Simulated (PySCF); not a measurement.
# C2H7BFN (SMILES F[BH-]1CC[NH2+]1) at M06-2X/def2-SVP (density fitting with cc-pvdz-jkfit)

Aim: the vertical ionisation energy of C2H7BFN at M06-2X/def2-SVP (density fitting with cc-pvdz-jkfit), from 2 runs. Input form: a Python script.

Program for the calculation: PySCF 2.14.0.

2 further runs of the same task are left out: 2 set aside as unsound or not needed.

## Step 1: The molecule

C2H7BFN: 12 atoms, total charge 0, spin state singlet. SMILES: `F[BH-]1CC[NH2+]1`. The shape is that of a GFN2-xTB optimisation.

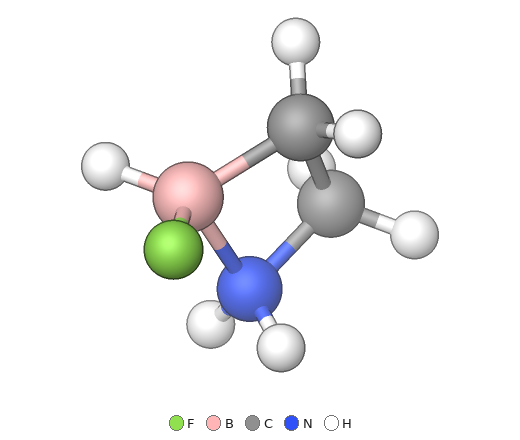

Viewed from a chosen angle; fluorine green, boron pink, carbon grey, nitrogen blue, hydrogen white.

## Step 2: The energy at M06-2X/def2-SVP (density fitting with cc-pvdz-jkfit)

The input, input.py:

```python
# F[BH-]1CC[NH2+]1
from pyscf import gto, dft

mol = gto.M(
    atom=[
    ('F', (-1.832320, -1.232530, -0.319870)),
    ('B', (-1.150770, -0.147360, 0.179550)),
    ('C', (0.214830, -0.447700, 1.028720)),
    ('C', (0.993770, 0.327600, -0.031660)),
    ('N', (-0.083680, 0.327260, -1.045930)),
    ('H', (-1.859700, 0.751260, 0.480160)),
    ('H', (0.314010, -0.039930, 2.029420)),
    ('H', (0.503290, -1.495320, 1.058800)),
    ('H', (1.193360, 1.352360, 0.279550)),
    ('H', (1.921240, -0.120470, -0.396190)),
    ('H', (-0.006560, -0.458470, -1.684630)),
    ('H', (-0.207460, 1.183300, -1.577900)),
],
    max_memory=1860,
    spin=0,
    basis='def2-svp',
    verbose=4,
)

mf = dft.RKS(mol, xc='m06-2x')
mf = mf.density_fit(auxbasis='cc-pvdz-jkfit')
mf.grids.level = 4
mf.conv_tol = 1e-10
mf.kernel()
if not mf.converged:
    mf = mf.newton().run(mf.mo_coeff, mf.mo_occ)

energy = mf.e_tot
print(f'total energy: {energy:.8f} hartree')
```

On the command line:

```
OMP_NUM_THREADS=1 python input.py
```

What it wrote:

```text
PySCF version 2.14.0

[INPUT] num. atoms = 12
[INPUT] num. electrons = 40
[INPUT] charge = 0
[INPUT] spin (= nelec alpha-beta = 2S) = 0
[INPUT] symmetry False subgroup None
[INPUT] Mole.unit = angstrom
[INPUT] Symbol           X                Y                Z      unit          X                Y                Z       unit  Magmom
[INPUT]  1 F     -1.832320000000  -1.232530000000  -0.319870000000 AA   -3.462582972563  -2.329144140310  -0.604466695465 Bohr   0.0
[INPUT]  2 B     -1.150770000000  -0.147360000000   0.179550000000 AA   -2.174640132366  -0.278470041716   0.339300325666 Bohr   0.0
[INPUT]  3 C      0.214830000000  -0.447700000000   1.028720000000 AA    0.405969863340  -0.846030385968   1.943999058863 Bohr   0.0
[INPUT]  4 C      0.993770000000   0.327600000000  -0.031660000000 AA    1.877953130809   0.619074278408  -0.059828729104 Bohr   0.0
[INPUT]  5 N     -0.083680000000   0.327260000000  -1.045930000000 AA   -0.158132282104   0.618431771525  -1.976521245466 Bohr   0.0
[INPUT]  6 H     -1.859700000000   0.751260000000   0.480160000000 AA   -3.514323673854   1.419675648341   0.907370895971 Bohr   0.0
[INPUT]  7 H      0.314010000000  -0.039930000000   2.029420000000 AA    0.593392900375  -0.075456764154   3.835047991715 Bohr   0.0
[INPUT]  8 H      0.503290000000  -1.495320000000   1.058800000000 AA    0.951080261232  -2.825745268585   2.000842020689 Bohr   0.0
[INPUT]  9 H      1.193360000000   1.352360000000   0.279550000000 AA    2.255123568011   2.555590021817   0.528272938122 Bohr   0.0
[INPUT] 10 H      1.921240000000  -0.120470000000  -0.396190000000 AA    3.630617419559  -0.227655306226  -0.748690593291 Bohr   0.0
[INPUT] 11 H     -0.006560000000  -0.458470000000  -1.684630000000 AA   -0.012396603377  -0.866382736329  -3.183489321226 Bohr   0.0
[INPUT] 12 H     -0.207460000000   1.183300000000  -1.577900000000 AA   -0.392042581802   2.236112923198  -2.981798851951 Bohr   0.0

nuclear repulsion = 179.93436799138
number of shells = 51
number of NR pGTOs = 169
number of NR cGTOs = 105
basis = def2-svp
ecp = {}

******** <class 'pyscf.df.df_jk.DFRKS'> ********
method = DFRKS
initial guess = minao
damping factor = 0
level_shift factor = 0
DIIS = <class 'pyscf.scf.diis.CDIIS'>
diis_start_cycle = 1
diis_space = 8
diis_damp = 0
SCF conv_tol = 1e-10
SCF conv_tol_grad = None
SCF max_cycles = 50
direct_scf = False
XC library pyscf.dft.libxc version 7.0.0
    S. Lehtola, C. Steigemann, M. J.T. Oliveira, and M. A.L. Marques.,  SoftwareX 7, 1–5 (2018)
XC functionals = m06-2x
    Y. Zhao and D. G. Truhlar.,  Theor. Chem. Acc. 120, 215 (2008)
    Y. Zhao and D. G. Truhlar.,  Theor. Chem. Acc. 120, 215 (2008)
radial grids:
    Treutler-Ahlrichs [JCP 102, 346 (1995); DOI:10.1063/1.469408] (M4) radial grids

becke partition: Becke, JCP 88, 2547 (1988); DOI:10.1063/1.454033
pruning grids: <function nwchem_prune>
grids dens level: 4
symmetrized grids: False
atomic radii adjust function: <function treutler_atomic_radii_adjust>
small_rho_cutoff = 0
Set gradient conv threshold to 1e-05
Initial guess from minao.
tot grids = 251992
******** <class 'pyscf.df.df.DF'> ********
auxbasis = cc-pvdz-jkfit
init E= -260.248551097491
  HOMO = -0.318206301570158  LUMO = 0.0326644232092161  gap/eV = 9.54768
cycle= 1 E= -259.552561576088  delta_E= 0.696  |g|= 0.525  |ddm|= 3.29
  HOMO = -0.248344483791886  LUMO = 0.0457518953649707  gap/eV = 8.00277
cycle= 2 E= -259.56678388361  delta_E= -0.0142  |g|= 0.535  |ddm|= 1.25
  HOMO = -0.304717456953081  LUMO = 0.0603175812604455  gap/eV = 9.93311
cycle= 3 E= -259.614795467575  delta_E= -0.048  |g|= 0.0478  |ddm|= 0.613
  HOMO = -0.315595157562786  LUMO = 0.0643001421480687  gap/eV = 10.33748
cycle= 4 E= -259.615174416802  delta_E= -0.000379  |g|= 0.0242  |ddm|= 0.0634
  HOMO = -0.311591295309254  LUMO = 0.0653412307799055  gap/eV = 10.25686
cycle= 5 E= -259.615313518992  delta_E= -0.000139  |g|= 0.00407  |ddm|= 0.0272
  HOMO = -0.311718186452182  LUMO = 0.0649905677840388  gap/eV = 10.25077
cycle= 6 E= -259.615317618625  delta_E= -4.1e-06  |g|= 0.000995  |ddm|= 0.0054
  HOMO = -0.31179050773272  LUMO = 0.0650098248274378  gap/eV = 10.25326
cycle= 7 E= -259.615317847219  delta_E= -2.29e-07  |g|= 0.000294  |ddm|= 0.00124
  HOMO = -0.311777649795231  LUMO = 0.0649932009593823  gap/eV = 10.25246
cycle= 8 E= -259.615317866614  delta_E= -1.94e-08  |g|= 0.000108  |ddm|= 0.000398
  HOMO = -0.311779439987882  LUMO = 0.0649978410992951  gap/eV = 10.25263
cycle= 9 E= -259.61531786918  delta_E= -2.57e-09  |g|= 1.79e-05  |ddm|= 0.000115
  HOMO = -0.311780922806902  LUMO = 0.0649976782309527  gap/eV = 10.25267
cycle= 10 E= -259.615317869287  delta_E= -1.08e-10  |g|= 3.37e-06  |ddm|= 3.85e-05
  HOMO = -0.311780793991391  LUMO = 0.0649976134098575  gap/eV = 10.25266
cycle= 11 E= -259.615317869288  delta_E= -3.41e-13  |g|= 9.65e-07  |ddm|= 6.82e-06
  HOMO = -0.311780706775987  LUMO = 0.064997647635805  gap/eV = 10.25266
Extra cycle  E= -259.615317869291  delta_E= -2.84e-12  |g|= 7.05e-07  |ddm|= 2.03e-06
converged SCF energy = -259.615317869291
total energy: -259.61531787 hartree
```

Run time: 47 s. Hardware: 1 thread of Arm Neoverse V1, shared host; peak memory 0.51 GiB.

## Step 3: The doublet cation, same level

The input, calc.py:

```python
from pyscf import gto, dft

system = gto.M(
    atom='''
F   -1.832320  -1.232530  -0.319870
B   -1.150770  -0.147360   0.179550
C    0.214830  -0.447700   1.028720
C    0.993770   0.327600  -0.031660
N   -0.083680   0.327260  -1.045930
H   -1.859700   0.751260   0.480160
H    0.314010  -0.039930   2.029420
H    0.503290  -1.495320   1.058800
H    1.193360   1.352360   0.279550
H    1.921240  -0.120470  -0.396190
H   -0.006560  -0.458470  -1.684630
H   -0.207460   1.183300  -1.577900
''',
    basis='def2-svp',
    verbose=3,
    charge=1,
    max_memory=1860,
    spin=1,
)

mf = dft.UKS(system, xc='m06-2x')
mf = mf.density_fit(auxbasis='cc-pvdz-jkfit')
mf.conv_tol = 1e-10
mf.grids.level = 4
mf.kernel()
if not mf.converged:
    mf = mf.newton().run(mf.mo_coeff, mf.mo_occ)

etot = mf.e_tot
print('E(%s) = %.9f' % ('M06-2X', etot))
```

On the command line:

```
OMP_NUM_THREADS=1 python calc.py
```

What it wrote:

```text
WARN: HOMO -0.318206301570155 >= LUMO -0.318206301570154

converged SCF energy = -259.25774859861  <S^2> = 0.75548572  2S+1 = 2.0054782
E(M06-2X) = -259.257748599
```

Wall time 2.2 min (1 thread of Arm Neoverse V1, shared host); peak memory 0.58 GiB.

## Step 4: What came out

Level: M06-2X/def2-SVP (density fitting with cc-pvdz-jkfit).

```
                                          quantity          value
                     singlet C2H7BFN: total energy  -259.61532 Eh
                    singlet C2H7BFN: dipole moment         4.76 D
                      singlet C2H7BFN: HOMO energy       -8.48 eV
                      singlet C2H7BFN: LUMO energy        1.77 eV
                    singlet C2H7BFN: HOMO–LUMO gap       10.25 eV
                      doublet cation: total energy  -259.25775 Eh
doublet cation: HOMO energy (highest over α and β)      -16.40 eV
 doublet cation: LUMO energy (lowest over α and β)      -11.03 eV
                              doublet cation: ⟨S²⟩          0.755
vertical ionisation energy (to the doublet cation)       9.730 eV
```

The vertical ionisation energy comes to 9.73 eV (224 kcal/mol). The negative HOMO energy of the first species, 8.48 eV, lies 1.25 eV below that difference. Mulliken charges (singlet C2H7BFN) run from -0.23 on F1 to +0.18 on B2; they depend strongly on the basis.
